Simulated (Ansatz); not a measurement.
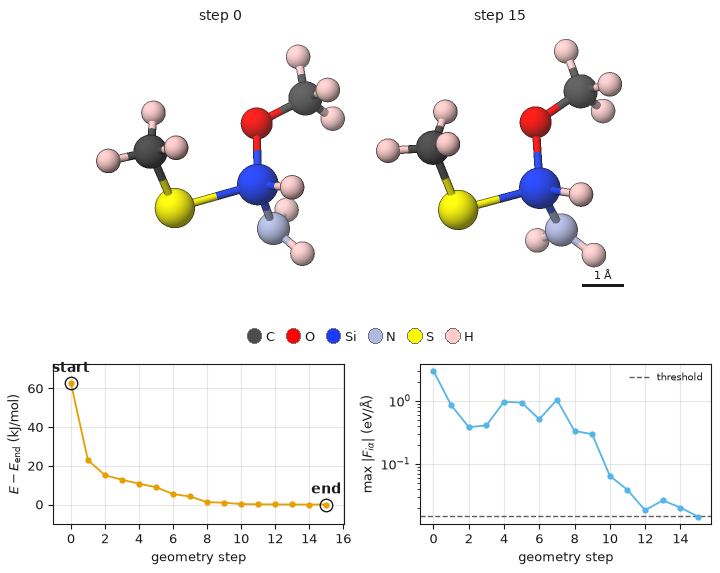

First and last geometry of a relaxation of C2H9NOSSi, with the history of the run. Style: ball-and-stick. Shown at a tilt.

The run prepares an end point of a later path (inversion) calculation, from a guessed geometry.

These are results of Ansatz 0.2.0, RKS PBE0/def2-SVP, not measurements.

The input:
```yaml
crystal:
  periodic: [false, false, false]
  atoms:
    - { symbol: C, position_ang: [-1.6253, 0.7874, 1.4407] }
    - { symbol: O, position_ang: [-0.4113, 0.3837, 0.9709] }
    - { symbol: Si, position_ang: [-0.3765, -0.5643, -0.3872] }
    - { symbol: "N", position_ang: [-0.7741, -2.0921, 0.1006] }
    - { symbol: S, position_ang: [1.6807, -0.842, -0.9604] }
    - { symbol: C, position_ang: [2.2771, 0.8707, -1.1502] }
    - { symbol: H, position_ang: [-1.4865, 1.468, 2.311] }
    - { symbol: H, position_ang: [-2.1446, 1.4532, 0.6622] }
    - { symbol: H, position_ang: [-2.3046, 0.0095, 1.7759] }
    - { symbol: H, position_ang: [-1.1749, -0.0572, -1.4545] }
    - { symbol: H, position_ang: [-1.13312, -2.10735, 1.02797] }
    - { symbol: H, position_ang: [-1.45865, -2.47558, -0.50444] }
    - { symbol: H, position_ang: [2.164, 1.4354, -0.2236] }
    - { symbol: H, position_ang: [1.6787, 1.3916, -1.9013] }
    - { symbol: H, position_ang: [3.3242, 0.8129, -1.4557] }
basis:
  gaussian: { orbitals: def2-SVP }
hamiltonian:
  xc: pbe0
relax:
  f_tol: 0.015
  max_steps: 40
```

Run as
```bash
ansatz run input.yaml --threads 2 --pin off --max-ram 3072MiB --backend cpu --events-out ev --progress --plain --runs-dir out
```

Read the history and describe the run.

Answer. It converged. After 15 geometry steps the energy has fallen by 62.8 kJ/mol. Largest force component: 3 eV/Å at the start, 0.015 eV/Å at the end. H11 moves most after the best rigid fit: 1.02 Å. Largest moves by element: H 1.02 Å, O 0.33 Å, C 0.26 Å, N 0.22 Å, S 0.17 Å, Si 0.12 Å. Among the contacts that change: Si3–H10 1.426 → 1.494 Å, Si3–N4 1.652 → 1.712 Å, C1–H8 1.148 → 1.106 Å, C1–O2 1.363 → 1.401 Å. Among the angles between lasting bonds that change: Si3–N4–H12 110.1° → 121.9°, Si3–N4–H11 112.1° → 122.9°, N4–Si3–H10 114.5° → 105.6°.
